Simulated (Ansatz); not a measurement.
Consider BaF$_{2}$ in the fluorite structure (space group Fm-3m, No. 225; a = 6.137 Å).

Now apply this change: the cell is scaled by 1.0085 in all directions; the atoms relax in the strained cell.

All numbers come from DFT with PBEsol, PAW potentials and a 420 eV plane-wave cutoff in Ansatz (an electronic-structure program), without spin-orbit coupling.

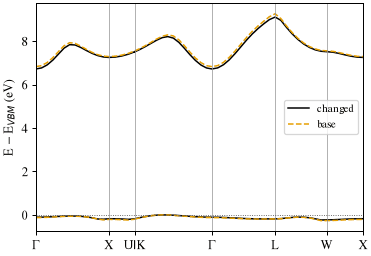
Figure. Highest valence and lowest conduction band along the path, each from its own valence-band maximum

The gap is 6.72 eV, indirect, K–Γ (36 % along) → Γ; the base has 6.83 eV.

Stability against distortions was not tested.
